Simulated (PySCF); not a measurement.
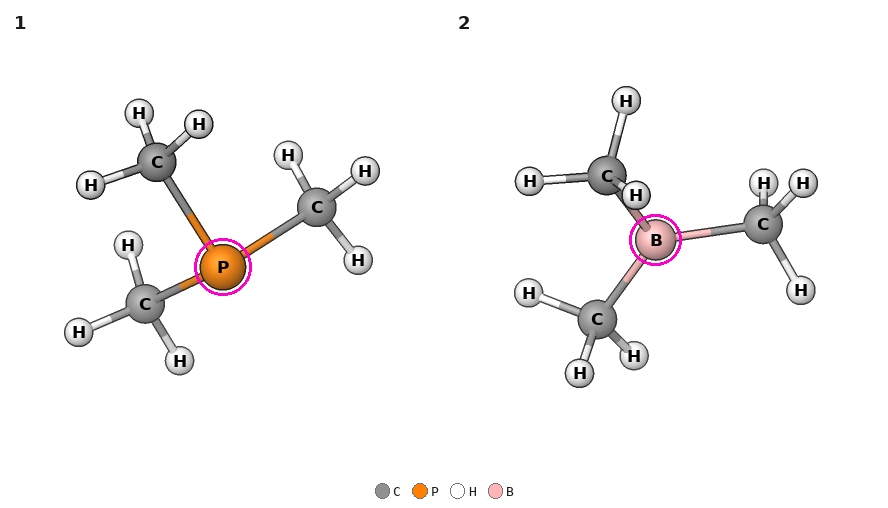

2 molecules with one skeleton, seen from the same side and at one scale; the atom that differs is circled. Each species is neutral and a spin singlet. Computed geometries: PBE0-D3(BJ)/def2-SVP optimisations, one conformation each. Properties computed with PySCF 2.14.0.

One atom differs, called X below: P in panel 1, B in panel 2. Their formulas are C3H9P (`CP(C)C`), C3H9B (`CB(C)C`).

Question: In which is the mean angle C–X–C larger (PBE0-D3(BJ)/def2-SVP)?

Answer: In panel 2 (X = B).

Question: In which is the mean length of X–C larger (PBE0-D3(BJ)/def2-SVP)?

Answer: In panel 1 (X = P).

Give the values. With PBE0-D3(BJ)/def2-SVP: mean length of X–C (Å), mean angle C–X–C (°). With ωB97X-D/pcSseg-2: dipole moment (D), HOMO energy (Kohn–Sham orbital) (eV), HOMO–LUMO gap (eV), mean GIAO shielding of the 3 C atoms bonded to X (ppm).

```tsv
quantity	1 (P)	2 (B)	2 − 1
mean length of X–C (Å)	1.851	1.574	−0.277
mean angle C–X–C (°)	99.3	120.0	+20.7
dipole moment (D)	1.29	0.03	−1.26
HOMO energy (Kohn–Sham orbital) (eV)	−8.22	−10.41	−2.19
HOMO–LUMO gap (eV)	10.51	12.16	+1.65
mean GIAO shielding of the 3 C atoms bonded to X (ppm)	165.4	169.1	+3.7
```
